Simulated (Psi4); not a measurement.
# NH3S (Thiohydroxylamine): a chain of runs

We compute a geometry optimisation (CAM-B3LYP/def2-SVP), then the harmonic vibrations, then a single-point energy (SCS-MP2/aug-cc-pVDZ) of NH3S (Thiohydroxylamine). 

The calculation is run with Psi4 1.11.

**1. The structure to begin with**

The species is NH3S (5 atoms), meant as a singlet with charge 0. SMILES: `NS`. The shape is that of a GFN2-xTB optimisation. This is one conformer, not always the lowest. The run starts from this shape.

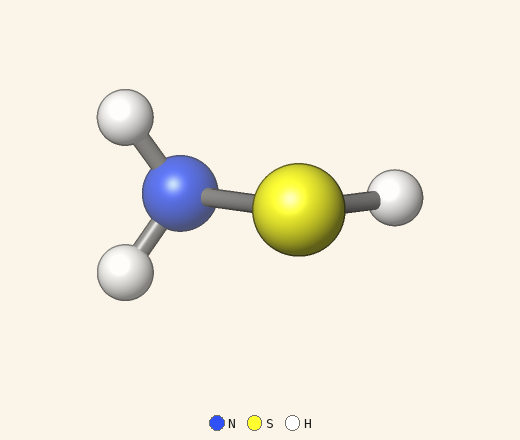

The structure, seen from a chosen angle (nitrogen blue, sulfur yellow, hydrogen white).

**2. A geometry optimisation at CAM-B3LYP/def2-SVP (density fitting) (run 1)**

input.in reads:

```
memory 1600 mb

molecule molecule1 {
  N     -0.162760    -0.507400    -0.231700
  S      0.168270     0.954370     0.610330
  H      0.015040    -1.300690     0.375430
  H     -1.135990    -0.524720    -0.519210
  H      1.115440     1.378440    -0.234860
  units angstrom
}

set {
  basis        def2-SVP
  geom_maxiter 60
}

e = optimize('cam-b3lyp')
print_variables()
```

On the command line:

```bash
$ psi4 input.in input.out -n 1
```

input.out:

```text
[...]
  Running in c1 symmetry.
[...]
  Nuclear repulsion =   57.857555781224306
[...]
  Multiplicity = 1
[...]
  Nalpha       = 13
  Nbeta        = 13
[...]
    Number of basis functions: 47
[...]
   @DF-RKS iter   1:  -454.41994613461077   -1.83094e-01   1.06789e-02 DIIS/ADIIS
[...]
   @DF-RKS iter   8:  -454.53390461925932   -1.25056e-12   4.46946e-09 DIIS
[...]
    Orbital Energies [Eh]
    ---------------------
    Doubly Occupied:
       1A    -88.925254     2A    -14.404830     3A     -8.018807
       4A     -5.990387     5A     -5.985291     6A     -5.977450
       7A     -0.963679     8A     -0.757596     9A     -0.562883
      10A     -0.506140    11A     -0.450985    12A     -0.313553
      13A     -0.299778
[...]
  @DF-RKS Final Energy:  -454.53390461925932
   => Energetics <=
    Nuclear Repulsion Energy =             57.7743122587908076
    One-Electron Energy =                -740.7757663846227842
    Two-Electron Energy =                 253.8902876238603881
    DFT Exchange-Correlation Energy =     -25.4227381172877251
    Empirical Dispersion Energy =           0.0000000000000000
    VV10 Nonlocal Energy =                  0.0000000000000000
    Total Energy =                       -454.5339046192593173
[...]
  -Total Gradient:
     Atom            X                  Y                   Z
    ------   -----------------  -----------------  -----------------
       1        0.000024031316     0.000025863610    -0.000002688021
       2       -0.000004840620    -0.000029172462    -0.000018099626
       3       -0.000009145922     0.000023491311     0.000003013266
       4        0.000012695473     0.000011270168     0.000018747256
       5       -0.000023458734    -0.000022881952     0.000007309504
[...]
```

On the terminal:

```text
Optimizer: Optimization complete!
```

Wall time 12 s (1 thread of INTEL XEON PLATINUM 8581C at 2.30GHz (Emerald Rapids), shared host); peak memory 0.39 GiB.

Steps, from the record of the run:

```
step  energy from the first frame kept (eV)  largest force (eV/Å)
   0                                 0.0000                0.4281
   1                                -0.0079                0.2177
   2                                -0.0109                0.0959
   3                                -0.0113                0.0486
   4                                -0.0114                0.0018
```

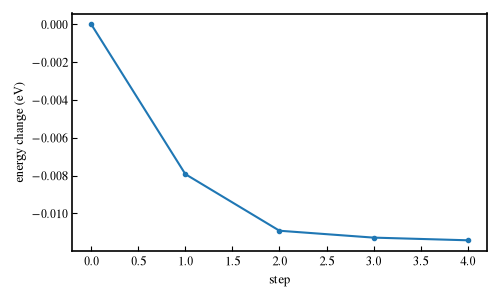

Energy along the run.

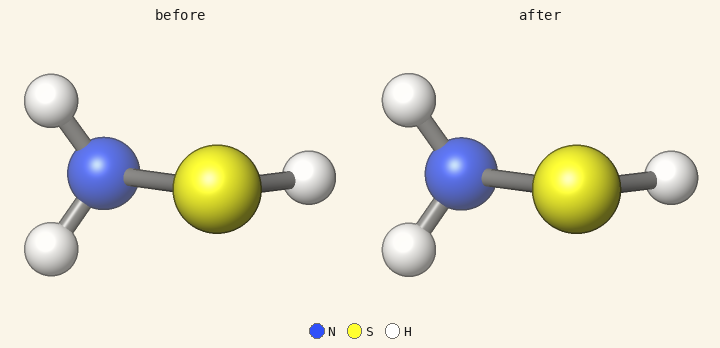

Before and after, at one scale.

After the run. Bond lengths: N1–S2 1.714 Å, N1–H3 1.016 Å, N1–H4 1.016 Å, S2–H5 1.354 Å. Angles: N1–S2–H5 98.0°, S2–N1–H3 111.6°, S2–N1–H4 111.6°, H3–N1–H4 110.0°.

**3. Vibrational wavenumbers at CAM-B3LYP/def2-SVP (density fitting) (run 2)**

h3ns.sdf reads:

```

     RDKit          3D

  5  4  0  0  0  0  0  0  0  0999 V2000
   -0.1795   -0.5098   -0.2128 N   0  0  0  0  0  0  0  0  0  0  0  0
    0.1752    0.9553    0.6026 S   0  0  0  0  0  0  0  0  0  0  0  0
    0.0152   -1.3186    0.3710 H   0  0  0  0  0  0  0  0  0  0  0  0
   -1.1441   -0.5354   -0.5319 H   0  0  0  0  0  0  0  0  0  0  0  0
    1.1358    1.4098   -0.2368 H   0  0  0  0  0  0  0  0  0  0  0  0
  2  1  1  0
  3  1  1  0
  4  1  1  0
  5  2  1  0
M  END
$$$$
```

h3ns.py reads:

```python
import psi4
from rdkit import Chem

psi4.set_memory(1600000000)
psi4.set_num_threads(1)
psi4.set_output_file('h3ns.out', False)

rd = Chem.SDMolSupplier('h3ns.sdf', removeHs=False, sanitize=False)[0]
xyz = rd.GetConformer().GetPositions()
atoms = '\n'.join(f'{a.GetSymbol()} {x:.4f} {y:.4f} {z:.4f}' for a, (x, y, z) in zip(rd.GetAtoms(), xyz))
geom = psi4.geometry('0 1\n' + atoms + '\nsymmetry c1')

psi4.set_options(dict(basis='def2-SVP', t=400.0, rotational_symmetry_number=1))

e_tot, wfn = psi4.frequency("cam-b3lyp", return_wfn=True)
print(f'cam-b3lyp energy: {e_tot:.10f} Eh')
print('wavenumbers / cm^-1:', wfn.frequencies().np.round(1))
for k in ('ZPVE', 'ENTHALPY', 'GIBBS FREE ENERGY'):
    print(f'{k}: {psi4.variable(k):.8f} Eh')
```

On the command line:

```bash
$ python h3ns.py
```

h3ns.out:

```text
[...]
  Running in c1 symmetry.
[...]
  Nuclear repulsion =   57.775406335066577
[...]
  Multiplicity = 1
[...]
  Nalpha       = 13
  Nbeta        = 13
[...]
    Number of basis functions: 47
[...]
   @DF-RKS iter   1:  -454.42032180833360   -1.92739e-01   1.06774e-02 DIIS/ADIIS
[...]
   @DF-RKS iter  11:  -454.53390344349219   -1.30740e-12   2.54021e-09 DIIS
[...]
  @DF-RKS Final Energy:  -454.53390344349219
   => Energetics <=
    Nuclear Repulsion Energy =             57.7738344309765850
    One-Electron Energy =                -740.7741319801650661
    Two-Electron Energy =                 253.8891102075025969
    DFT Exchange-Correlation Energy =     -25.4227161018062624
    Empirical Dispersion Energy =           0.0000000000000000
    VV10 Nonlocal Energy =                  0.0000000000000000
    Total Energy =                       -454.5339034434921928
[...]
  -Total Gradient:
     Atom            X                  Y                   Z
    ------   -----------------  -----------------  -----------------
       1       -0.000304609021     0.000084554005    -0.000180020247
       2       -0.000508248429    -0.000254828601     0.000378224303
       3       -0.000090918285     0.000051981704    -0.000041403460
       4        0.000519950594     0.000016324115     0.000252053631
       5        0.000383127513     0.000110504905    -0.000400538981
[...]
  ==> Harmonic Vibrational Analysis <==
[...]
  Freq [cm^-1]                 453.0979            600.2065            866.9077
[...]
  IR activ [km/mol]            55.8004             128.7295            23.9969
[...]
  Freq [cm^-1]                1049.2843           1115.4835           1608.1938
[...]
  IR activ [km/mol]             7.1297              1.0266             11.2653
[...]
  Freq [cm^-1]                2654.6047           3553.7262           3649.0925
[...]
```

On the terminal:

```text
Warning: used thermodynamics relations inappropriate for low-frequency modes: ['453.0979' '600.2065']
cam-b3lyp energy: -454.5339046192 Eh
wavenumbers / cm^-1: [ 453.1  600.2  866.9 1049.3 1115.5 1608.2 2654.6 3553.7 3649.1]
ZPVE: 0.03542687 Eh
ENTHALPY: -454.49213840 Eh
GIBBS FREE ENERGY: -454.53211384 Eh
```

Wall time 62 s (1 thread of INTEL XEON PLATINUM 8581C at 2.30GHz (Emerald Rapids), shared host); peak memory 0.41 GiB.

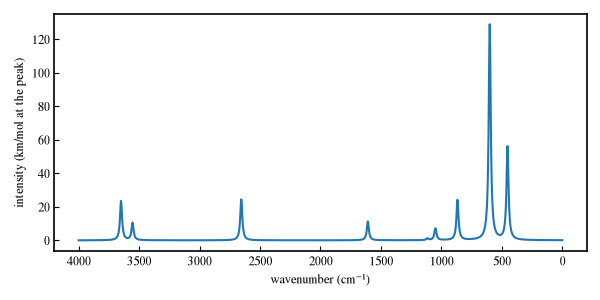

Harmonic infrared spectrum, unscaled, lines broadened by 10 cm⁻¹.

**4. The energy at SCS-MP2/aug-cc-pVDZ (density fitting) (run 3)**

h3ns.sdf is that of step 3.

job.py reads:

```python
import psi4
from rdkit import Chem

psi4.set_memory(1600000000)
psi4.set_num_threads(1)
psi4.set_output_file('psi4.out', False)

rd = Chem.SDMolSupplier('h3ns.sdf', removeHs=False, sanitize=False)[0]
xyz = rd.GetConformer().GetPositions()
atoms = '\n'.join(f'{a.GetSymbol()} {x:.4f} {y:.4f} {z:.4f}' for a, (x, y, z) in zip(rd.GetAtoms(), xyz))
geom = psi4.geometry('0 1\n' + atoms + '\nsymmetry c1')

psi4.set_options({
    'basis': 'aug-cc-pVDZ',
    'reference': 'rhf',
    'freeze_core': True,
})

e = psi4.energy('scs-mp2', molecule=geom)
print(f'total energy {e:.8f} hartree = {e * 27.211386:.5f} eV')
```

On the command line:

```bash
$ python job.py
```

psi4.out:

```text
[...]
  Running in c1 symmetry.
[...]
  Nuclear repulsion =   57.775406335066577
[...]
  Multiplicity = 1
[...]
  Nalpha       = 13
  Nbeta        = 13
[...]
    Number of basis functions: 77
[...]
   @RHF iter   1:  -453.64368231661007   -3.67972e-01   4.65099e-03 ADIIS/DIIS
[...]
   @RHF iter  11:  -453.71531205115514   -2.24532e-11   7.69110e-09 DIIS
[...]
  @RHF Final Energy:  -453.71531205115514
   => Energetics <=
    Nuclear Repulsion Energy =             57.7754063350665774
    One-Electron Energy =                -740.4661443363958142
    Two-Electron Energy =                 228.9754259501741274
    Total Energy =                       -453.7153120511551379
[...]
 Multipole Moments:
 ------------------------------------------------------------------------------------
     Multipole            Electronic (a.u.)      Nuclear  (a.u.)        Total (a.u.)
 ------------------------------------------------------------------------------------
 L = 1.  Multiply by 2.5417464519 to convert [e a0] to [Debye]
 Dipole X            :         -0.0252545           -0.1675108           -0.1927653
 Dipole Y            :          1.3545993           -1.7183857           -0.3637865
 Dipole Z            :          1.2076047           -1.2757284           -0.0681236
 Magnitude           :                                                    0.4173007
[...]
	SCS-MP2 Total Energy (a.u.)        :  -454.04392219110025
	SOS-MP2 Total Energy (a.u.)        :  -454.01705932187735
	SCSN-MP2 Total Energy (a.u.)       :  -453.85714800065227
[...]
	SOS-PI-MP2 Total Energy (a.u.)     :  -454.06735053366435
[...]
	MP2 Total Energy (a.u.)            :  -454.04735671775910
[...]
```

Standard output:

```text
total energy -454.04392219 hartree = -12355.16443 eV
```

Run time: 3.6 s. Hardware: 1 thread of INTEL XEON PLATINUM 8581C at 2.30GHz (Emerald Rapids), shared host; peak memory 0.37 GiB.

**5. Summary of results**

| quantity | value |
| --- | --- |
| run 1, CAM-B3LYP/def2-SVP: total energy at the end | -454.53390 Eh |
| run 1, CAM-B3LYP/def2-SVP: dipole moment | 0.91 D |
| run 1, CAM-B3LYP/def2-SVP: HOMO energy | -8.16 eV |
| run 1, CAM-B3LYP/def2-SVP: LUMO energy | 1.91 eV |
| run 1, CAM-B3LYP/def2-SVP: HOMO–LUMO gap | 10.07 eV |
| run 2, CAM-B3LYP/def2-SVP: lowest harmonic wavenumber | 453 cm⁻¹ |
| run 2, CAM-B3LYP/def2-SVP: highest harmonic wavenumber | 3649 cm⁻¹ |
| run 2, CAM-B3LYP/def2-SVP: zero-point energy | 93.0 kJ/mol |
| run 2, CAM-B3LYP/def2-SVP: ideal-gas entropy at 400 K (symmetry number 1 as used) | 62.7 cal/(mol K) |
| run 3, SCS-MP2/aug-cc-pVDZ: total energy | -454.04392 Eh |
| run 3, SCS-MP2/aug-cc-pVDZ: HOMO energy (Hartree–Fock orbitals) | -10.05 eV |
| run 3, SCS-MP2/aug-cc-pVDZ: LUMO energy (Hartree–Fock orbitals) | 0.97 eV |
| run 3, SCS-MP2/aug-cc-pVDZ: HOMO–LUMO gap (Hartree–Fock orbitals) | 11.02 eV |
| run 3, SCS-MP2/aug-cc-pVDZ: correlation energy (6 core orbitals frozen) | -328.6 mEh |

What this shows: The optimisation (run 1, CAM-B3LYP/def2-SVP) took 5 steps and changed the energy by -0.011 eV. All 9 modes (run 2, CAM-B3LYP/def2-SVP) are real, so the shape is a minimum at this level.
